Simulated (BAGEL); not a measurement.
# A workflow on CH4FGeN (SMILES [H]/N=[C](/F)[GeH3])

We compute the energy (HF/def2-SV(P)), then the energy (NEVPT2(2,2)/def2-SV(P)) of CH4FGeN. 

Program for the calculation: BAGEL 1.2.2.

1 further run of the same task is left out (set aside as unsound or not needed).

### 1 The structure to begin with

CH4FGeN has 8 atoms, charge 0, and is taken as a singlet. SMILES: `[H]/N=[C](/F)[GeH3]`. One bond was lengthened or shortened from a relaxed shape.

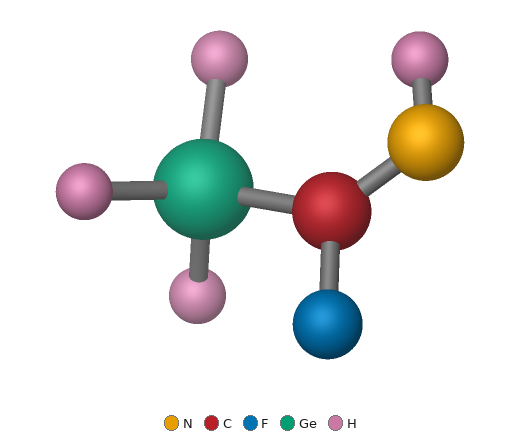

Viewed from a chosen angle; nitrogen amber, carbon red, fluorine blue, germanium teal, hydrogen pink.

### 2 A single-point energy at HF/def2-SV(P) (density fitting with svp-jkfit) (run 1)

The input, job.json:

```json
{ "bagel": [

{
  "title": "molecule",
  "basis": "def2-sv_p_.json",
  "df_basis": "svp-jkfit",
  "angstrom": true,
  "geometry": [
    { "atom": "N", "xyz": [       1.606670,       0.202633,      -0.411672 ] },
    { "atom": "C", "xyz": [       0.618870,       0.007633,       0.322428 ] },
    { "atom": "F", "xyz": [       0.848170,      -0.146767,       1.639228 ] },
    { "atom": "Ge", "xyz": [      -1.019900,      -0.103800,      -0.035500 ] },
    { "atom": "H", "xyz": [       1.327970,       0.305733,      -1.383072 ] },
    { "atom": "H", "xyz": [      -1.766200,       1.006900,       0.710300 ] },
    { "atom": "H", "xyz": [      -1.149700,       0.071600,      -1.553900 ] },
    { "atom": "H", "xyz": [      -1.530700,      -1.479600,       0.403700 ] }
  ]
},

{
  "title": "hf"
},

{
  "title": "print",
  "file": "orbitals.molden",
  "orbitals": true
}

]}
```

The basis set def2-SV(P) is read from a file made from the Basis Set Exchange's data (not shown).

Started as:

```sh
$ BAGEL_NUM_THREADS=1 BAGEL job.json > job.out
```

The log of the run:

```text
* using 1 threads per process

  ===============================================================
  ===============================================================

  *** Geometry ***

  { "atom" : "N", "xyz" : [      3.036166,      0.382921,     -0.777947 ] },
  { "atom" : "C", "xyz" : [      1.169495,      0.014424,      0.609301 ] },
  { "atom" : "F", "xyz" : [      1.602809,     -0.277349,      3.097692 ] },
  { "atom" : "Ge", "xyz" : [     -1.927332,     -0.196154,     -0.067085 ] },
  { "atom" : "H", "xyz" : [      2.509500,      0.577752,     -2.613627 ] },
  { "atom" : "H", "xyz" : [     -3.337634,      1.902765,      1.342272 ] },
  { "atom" : "H", "xyz" : [     -2.172618,      0.135304,     -2.936445 ] },
  { "atom" : "H", "xyz" : [     -2.892604,     -2.796039,      0.762882 ] },

  Number of auxiliary basis functions:      567

  Since a DF basis is specified, we compute 2- and 3-index integrals:
    o Being stored without compression. Storage requirement is 0.031 GB

  Number of basis functions:       82
  Number of electrons      :       58

    * METHOD: MOLECULE                             0.35

  *** RHF ***

  === Nuclear Repulsion ===
   278.3855706144

      * DIIS with orbital gradients will be used.

  === RHF iteration (def2-sv_p_.json) ===
      0      -2268.75350874          0.01710014           0.13
      1      -2268.87877145          0.01160814           0.12
      2      -2268.93709295          0.00164156           0.11
      3      -2268.93956083          0.00068657           0.12
      4      -2268.93988790          0.00020955           0.12
      5      -2268.93995734          0.00011177           0.12
      6      -2268.93997065          0.00004956           0.12
      7      -2268.93997452          0.00001070           0.12
      8      -2268.93997462          0.00000509           0.12
      9      -2268.93997463          0.00000178           0.12
     10      -2268.93997463          0.00000056           0.12
     11      -2268.93997463          0.00000021           0.12
     12      -2268.93997463          0.00000009           0.12
     13      -2268.93997463          0.00000003           0.12
     14      -2268.93997463          0.00000001           0.12
     15      -2268.93997463          0.00000001           0.12
    * SCF iteration converged.

    * Permanent dipole moment:
           (    0.862838,    -0.016218,     0.748390) a.u.

    * METHOD: HF                                   2.25

    * METHOD: PRINT                                0.01

  ===============================================================
```

Wall time 2.8 s (1 thread of Arm Neoverse V1, shared host); peak memory 0.14 GiB.

### 3 The energy at NEVPT2(2,2)/def2-SV(P) (density fitting with svp-jkfit) (run 2)

The input, calc.json:

```json
{ "bagel": [

{
  "title": "molecule",
  "basis": "def2-sv_p_.json",
  "df_basis": "svp-jkfit",
  "angstrom": true,
  "geometry": [
    { "atom": "N", "xyz": [       1.606670,       0.202633,      -0.411672 ] },
    { "atom": "C", "xyz": [       0.618870,       0.007633,       0.322428 ] },
    { "atom": "F", "xyz": [       0.848170,      -0.146767,       1.639228 ] },
    { "atom": "Ge", "xyz": [      -1.019900,      -0.103800,      -0.035500 ] },
    { "atom": "H", "xyz": [       1.327970,       0.305733,      -1.383072 ] },
    { "atom": "H", "xyz": [      -1.766200,       1.006900,       0.710300 ] },
    { "atom": "H", "xyz": [      -1.149700,       0.071600,      -1.553900 ] },
    { "atom": "H", "xyz": [      -1.530700,      -1.479600,       0.403700 ] }
  ]
},

{
  "title": "hf"
},

{
  "title": "nevpt2",
  "nstate": 1,
  "nact": 2,
  "nclosed": 28,
  "active": [20, 31],
  "maxiter": 200,
  "natocc": true,
  "ncore": 12
},

{
  "title": "print",
  "file": "orbitals.molden",
  "orbitals": true
}

]}
```

The basis set def2-SV(P) is read from a file made from the Basis Set Exchange's data (not shown).

Started as:

```sh
$ BAGEL_NUM_THREADS=1 BAGEL calc.json > calc.out
```

The log of the run:

```text
* using 1 threads per process

  ===============================================================
  ===============================================================

  *** Geometry ***

  { "atom" : "N", "xyz" : [      3.036166,      0.382921,     -0.777947 ] },
  { "atom" : "C", "xyz" : [      1.169495,      0.014424,      0.609301 ] },
  { "atom" : "F", "xyz" : [      1.602809,     -0.277349,      3.097692 ] },
  { "atom" : "Ge", "xyz" : [     -1.927332,     -0.196154,     -0.067085 ] },
  { "atom" : "H", "xyz" : [      2.509500,      0.577752,     -2.613627 ] },
  { "atom" : "H", "xyz" : [     -3.337634,      1.902765,      1.342272 ] },
  { "atom" : "H", "xyz" : [     -2.172618,      0.135304,     -2.936445 ] },
  { "atom" : "H", "xyz" : [     -2.892604,     -2.796039,      0.762882 ] },

  Number of auxiliary basis functions:      567

  Since a DF basis is specified, we compute 2- and 3-index integrals:
    o Being stored without compression. Storage requirement is 0.031 GB

  Number of basis functions:       82
  Number of electrons      :       58

    * METHOD: MOLECULE                             0.35

  *** RHF ***

  === Nuclear Repulsion ===
   278.3855706144

      * DIIS with orbital gradients will be used.

  === RHF iteration (def2-sv_p_.json) ===
      0      -2268.75350874          0.01710014           0.13
      1      -2268.87877145          0.01160814           0.12
      2      -2268.93709295          0.00164156           0.13
      3      -2268.93956083          0.00068657           0.13
      4      -2268.93988790          0.00020955           0.13
      5      -2268.93995734          0.00011177           0.13
      6      -2268.93997065          0.00004956           0.13
      7      -2268.93997452          0.00001070           0.13
      8      -2268.93997462          0.00000509           0.13
      9      -2268.93997463          0.00000178           0.12
     10      -2268.93997463          0.00000056           0.13
     11      -2268.93997463          0.00000021           0.13
     12      -2268.93997463          0.00000009           0.13
     13      -2268.93997463          0.00000003           0.13
     14      -2268.93997463          0.00000001           0.13
     15      -2268.93997463          0.00000001           0.12
    * SCF iteration converged.

    * Permanent dipole moment:
           (    0.862838,    -0.016218,     0.748390) a.u.

    * METHOD: HF                                   2.33

    * freezing 12 orbitals
  ---------------------------
      CASSCF calculation
  ---------------------------

    ==== Active orbitals : =====
         Orbital 20
         Orbital 31
    ============================

    * nstate   :      1
    * nclosed  :     28
    * nact     :      2
    * nvirt    :     52
  === CASSCF iteration (def2-sv_p_.json) ===

    * Using the second-order algorithm

      0  0     -2268.93999268     6.83e-06      0.04

      1  0     -2268.94255480     3.37e-04      0.46

      2  0     -2268.94839930     3.24e-04      0.68

      3  0     -2268.94881148     4.29e-04      0.73

      4  0     -2268.94991527     9.55e-05      0.67

      5  0     -2268.94995725     2.22e-05      0.90

      6  0     -2268.94995764     7.72e-06      0.94

      7  0     -2268.94995766     2.40e-06      0.78

      8  0     -2268.94995766     7.16e-07      0.80

      9  0     -2268.94995766     2.10e-07      0.78

     10  0     -2268.94995766     6.09e-08      0.73

     11  0     -2268.94995766     1.77e-08      0.71

     12  0     -2268.94995766     5.13e-09      0.63

    * Second-order optimization converged. *

     guess   0:   closed 1.                   open ..

  === FCI iteration ===

      0  0     -2268.93992794     7.09e-02      0.00
      1  0     -2268.94995755     1.75e-04      0.00
      2  0 *   -2268.94995766     6.91e-16      0.00

     * ci vector, state   0, <S^2> = 0.0000
       2.     0.9975050719
       .2    -0.0705948411

  === DF-NEVPT2 calculation ===

    * 3-index integral transformation done
    * assembly done

      NEVPT2 correlation energy:   -0.6685743797      0.20

          (+0)     -0.5992945654
          (+0)'    -0.0201691579
          (+1)     -0.0066776961
          (+1)'    -0.0000000000
          (+2)     -0.0002289353
          (-1)     -0.0340349630
          (-1)'     0.0000000000
          (-2)     -0.0081690620

      NEVPT2 total energy:       -2269.6185320401

    * METHOD: NEVPT2                               9.54

    * METHOD: PRINT                                0.01

  ===============================================================
```

Wall time 13 s (1 thread of Arm Neoverse V1, shared host); peak memory 0.14 GiB.

### 4 Summary of results

| quantity | value |
| --- | --- |
| run 1, HF/def2-SV(P): total energy | -2268.93997 Eh |
| run 1, HF/def2-SV(P): dipole moment | 2.90 D |
| run 1, HF/def2-SV(P): HOMO energy | -12.31 eV |
| run 1, HF/def2-SV(P): LUMO energy | 3.04 eV |
| run 1, HF/def2-SV(P): HOMO–LUMO gap | 15.35 eV |
| run 2, NEVPT2(2,2)/def2-SV(P): total energy | -2269.61853 Eh |
